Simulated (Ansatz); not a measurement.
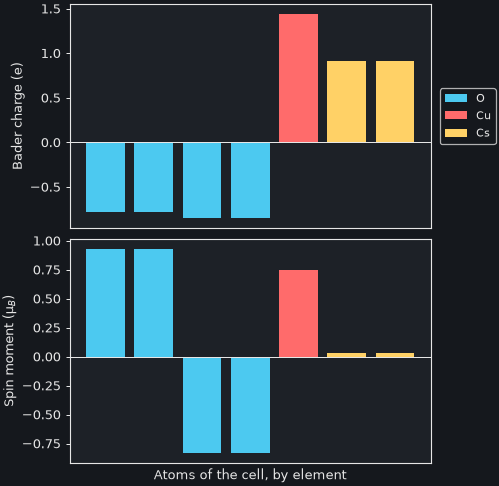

Bader charges of the atoms (positive: electrons lost), with their spin moments below.

Structure: Cs2CuO4, space group I4/mmm, 7 atoms in the cell; a = 4.29 Å, b = 4.29 Å, c = 7.25 Å, α = 72.79°, β = 72.79°, γ = 90.00°.

Ansatz 0.2.0; DFT with r2SCAN, PAW plane waves, Ueff = 5.54 eV on Cu d; Ueff = 4.9 eV on O p, spin-polarised, 5×5×5 k mesh, 500 eV cutoff, Fermi-Dirac smearing of 0.1 eV.

### Which way does charge flow, and how much?

The Bader charges are Cu +1.44 e, Cs +0.91 e and O from −0.85 to −0.78 e. Summed over the cell, Cs gives up most (1.8 e) and O takes most (3.3 e).

### Which atoms carry the moments, and how are they ordered?

The largest moments sit on O, up to 0.9 μB, 2 up and 2 down; the cell's net moment is 1.0 μB.

This magnetic state lies 202 meV an atom above the lowest one found. The structure was built from a prototype or by substitution, so it need not be a known phase. The atoms aren't at rest in this cell (largest force 1.0 eV/Å), so the relaxed material can differ. The cell is at 6 GPa in this functional.
